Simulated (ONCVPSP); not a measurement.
Pseudopotential generation for H

System: hydrogen (H, Z = 1), core none, reference valence 1s1, valence charge 1.
Method: ONCV potential, PBE, non-relativistic, made with ONCVPSP 4.0.1.

### Log (extracts)
```
ONCVPSP  (Optimized Norm-Conservinng Vanderbilt PSeudopotential)
scalar-relativistic version 4.0.1

#   n    l    f        energy (Ha)
    1    0    1.00    -2.3859990E-01

Reference configufation results
  iterations    20
  all-electron total energy (Ha)   -4.58928593D-01

Begin loop to  construct optimized pseudo wave functions
and semi-local pseudopoentials for all angular momenta

   Wellstate for l =  0  n =  3
     eigenvalue =   2.2614
     asymptotic potential =   2.7614
     half-point radius =  3.0955

Calculating optimized projector #   1

 for l=   0

    Fraction of norm inside rc  0.269270
    Optimizing pswf for qcut=   6.39 a_B^-1,  ecut=  20.43 Ha
    Residual kinetic energy error=  4.96D-04 Ha

    Energy error per electron        Cutoff
         Ha          eV             Ha
         0.01000     0.27211        8.64
         0.00100     0.02721       17.48
         0.00010     0.00272       60.66
         0.00001     0.00027      181.83

Calculating optimized projector #   2

 for l=   0

    Fraction of norm inside rc  0.091576
    Optimizing pswf for qcut=   6.39 a_B^-1,  ecut=  20.43 Ha
    Residual kinetic energy error=  9.16D-04 Ha

    Energy error per electron        Cutoff
         Ha          eV             Ha
         0.01000     0.27211       10.75
         0.00100     0.02721       20.03
         0.00010     0.00272       30.61
         0.00001     0.00027       99.00

   Wellstate for l =  1  n =  2
     eigenvalue =   0.4400
     asymptotic potential =   0.9400
     half-point radius =  3.3639

Calculating optimized projector #   1

 for l=   1

    Fraction of norm inside rc  0.024662
    Optimizing pswf for qcut=   7.41 a_B^-1,  ecut=  27.42 Ha
    Residual kinetic energy error=  2.76D-06 Ha

    Energy error per electron        Cutoff
         Ha          eV             Ha
         0.01000     0.27211        2.25
         0.00100     0.02721        5.09
         0.00010     0.00272       12.30
         0.00001     0.00027       21.89

Construct Vanderbilt / Kleinmman-Bylander projectors

B matrix Hermiticity error, ll=   0
   1   2    1.0359E-08

  Orthonormal projector coefficients -3.2920E+00 -1.0592E+00

Pseudoatom total energy   -0.458624

Diagnostic tests using Vanderbilt-Kleinman-Bylander pseudopotentials
  1 or more projectors used as specified by nproj input data

   l    rcore       rmatch      e in        delta e   norm test  slope test

   0   0.9502639   0.9791160  -0.2385999   0.0000012   1.0000019   0.9999249
   0   0.9502639   0.9791160   2.2614001   0.0000004   1.0000005   1.0000005

   1   0.9502639   0.9791160   0.4400000  -0.0000091   0.9999995   0.9999995

 Testing for bound ghosts
   n   l    E NL Schr. Eq   E Basis Diag.   E Cutoff

   1   0       -0.238599       -0.126368    288.52

 Testing for highly-localized positive-energy ghosts
       l    <radius>/rc     E Basis Diag.   E Cutoff

Test configuration 0

   n   l     f        eae           eps        diff
   1   0  1.0000   -0.23859990   -0.23859872    1.18D-06

    Total energies and differences
      AE_ref= -4.58928593D-01  AE_tst= -4.58928593D-01  dif=  0.00D+00
      PS_ref= -4.58623512D-01  PS_tst= -4.58623512D-01  dif= -3.72D-15
      PSP excitation error=  3.72D-15

Test configuration 1

   n   l     f        eae           eps        diff
   1   0  0.5000   -0.46600727   -0.46579784    2.09D-04

    Total energies and differences
      AE_ref= -4.58928593D-01  AE_tst= -2.83942758D-01  dif=  1.75D-01
      PS_ref= -4.58623512D-01  PS_tst= -2.83677656D-01  dif=  1.75D-01
      PSP excitation error=  4.00D-05
```

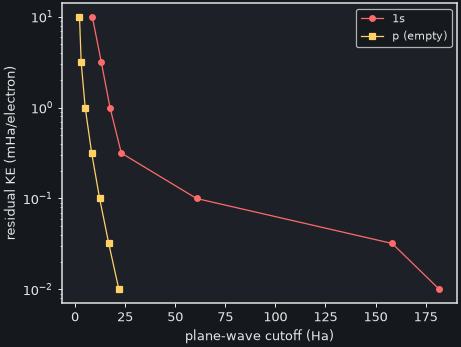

Figure 1. Residual kinetic energy of the pseudo-waves (the first of each channel, and further valence shells) beyond the plane-wave cutoff, as the generator prints it.

- Cutoffs for the occupied states: 17 Ha for 1 mHa and 61 Ha for 0.1 mHa per electron. The first is set by 1s.
- Hardest wave at 1 mHa per electron: 1s, with rc = 0.95 bohr and qcut = 6.4 1/bohr. The optimisation minimises, but can't always remove, the kinetic energy above qcut²/2 = 20.5 Ha, and a larger rc would as a rule soften the wave at some cost in transferability.
- Cutoffs for 1 mHa per electron: 1s: 17 Ha; p (empty): 5.1 Ha.

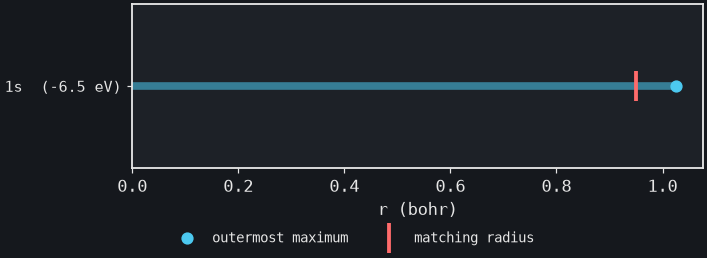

Figure 2. Outer shells of the all-electron reference atom: each bar runs from the outermost node (or the nucleus) to the outermost maximum of u(r); the tick is the radius chosen for the pseudo-wave. Shells without a tick have no pseudo-wave of their own. Levels, nodes and maxima are from ld1.x, non-relativistic.

- Radii against the shells: 1s: 0.95 bohr, inside the maximum.

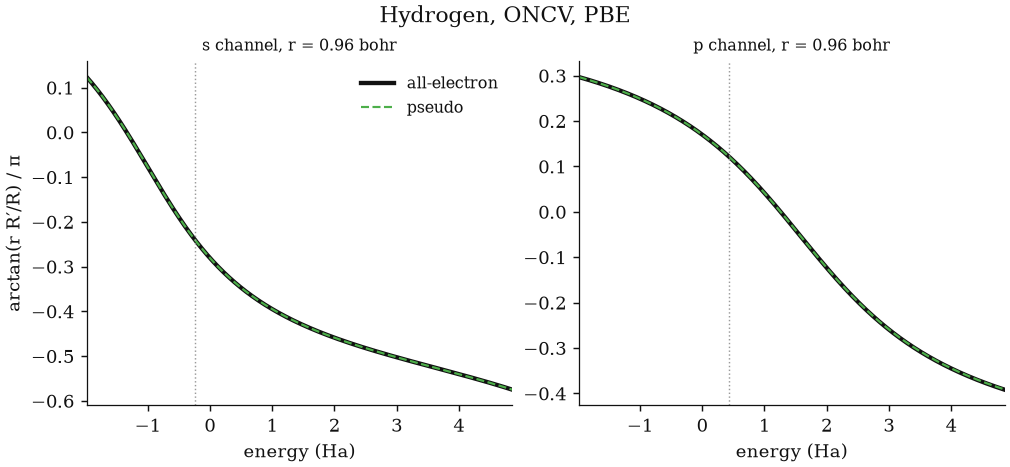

Figure 3. Unwrapped phase arctan(r R′/R) in units of π against energy, all-electron (solid) and pseudo (dashed); the pseudo phase is matched to the all-electron one at the reference energy. Here R(r) is the radial function. The dotted line marks the reference energy of the channel. Not drawn: d: not judged; f: not judged.

- Ghost states: the plot shows none: the two phases stay within 0.01 rad of each other in all channels drawn. The separate test gives: no bound ghost flagged; no localised positive-energy state flagged.
- Range over which the phases agree within 0.05 rad: s: over the whole range drawn; p: over the whole range drawn.

### Input
```
# ATOM AND REFERENCE CONFIGURATION
# atsym  z   nc   nv     iexc    psfile
  H 1.00    0    1        4      upf
#
#   n    l    f
    1    0    1.00
#
# PSEUDOPOTENTIAL AND OPTIMIZATION
# lmax
    1
#
#   l,   rc,      ep,       ncon, nbas, qcut
    0    0.95    0.00    4    8    6.40
    1    0.95    0.44    3    5    7.40
#
# LOCAL POTENTIAL
# lloc, lpopt,  rc(5),   dvloc0
    1    5    0.95    0.00
#
# VANDERBILT-KLEINMAN-BYLANDER PROJECTORs
# l, nproj, debl
    0    2    2.50
    1    0    3.10
#
# MODEL CORE CHARGE
# icmod, fcfact, rcfact
    0    0.00    0.00
#
# LOG DERIVATIVE ANALYSIS
# epsh1, epsh2, depsh
   -2.00    5.00    0.02
#
# OUTPUT GRID
# rlmax, drl
    6.00    0.01
#
# TEST CONFIGURATIONS
# ncnf
    1
# nvcnf
#   n    l    f
    1
    1    0    0.50
#
```

The log's header says scalar-relativistic, as this program prints it for non-relativistic runs too.

Command:
```bash
oncvpspnr.x < H.dat > H.out
```

### Summary

- outcome: generated
- cutoffs needed: 17 Ha and 61 Ha (the cutoffs at which the residual kinetic energy of the hardest occupied pseudo-wave falls to 1 and 0.1 mHa per electron)
- ghost test: no bound ghost flagged; no localised positive-energy state flagged
- range over which the phases arctan(r R′/R) at the test radius agree within 0.05 rad (a looser test near the poles than one of phase shifts): s: over the whole range computed; p: over the whole range computed; d: not judged, local potential alone; f: not judged, local potential alone
- hardware: 1 CPU thread, shared host
- wall time: 0.97 s
